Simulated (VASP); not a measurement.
Band structure of Cd2SrP2 (space group P-3m1). Calculation: LDA (Ceperley-Alder, Perdew-Zunger), VASP's LDA PAW potentials (set 64) (plane waves; VASP).

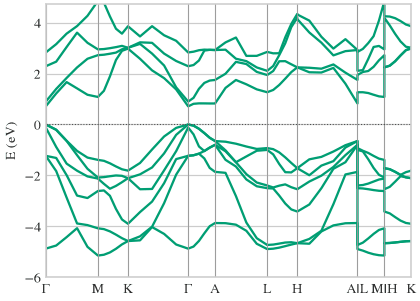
Figure: Bands along high-symmetry lines, zero at the valence-band maximum or, without a gap, the Fermi level

Q: Read the plot: is there a gap, and where are the band edges?

A: The gap is direct, 0.71 eV, from the valence maximum at Γ to the conduction minimum at Γ.

The structure comes from a computed database's Cd2SrP2 entry (P-3m1); how it stands against other phases isn't given here. The cell was not relaxed at this level.
